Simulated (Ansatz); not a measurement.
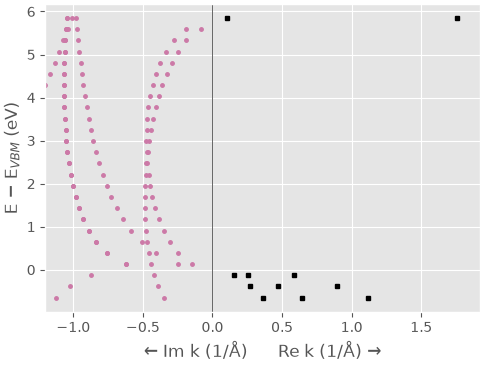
Figure: Complex bands at the centre of the two-dimensional zone; Ansatz (an electronic-structure program) with r2SCAN

The gap is the functional's own, uncorrected, and κ follows it; spin-orbit coupling is left out. Mid-gap values are interpolated between the computed energies.

Task: This is Li₂O (Fm-3m, anti-fluorite, 3 atoms a cell, 8.4 Å³ an atom, -4 GPa at this level) along the normal of (110). Read off the slowest decay at the centre of the two-dimensional zone at 2.73 eV, the computed energy nearest the middle of the gap.

Result: κ ≈ 0.47 1/Å, a decay length 1/(2κ) of the density of 1.1 Å.
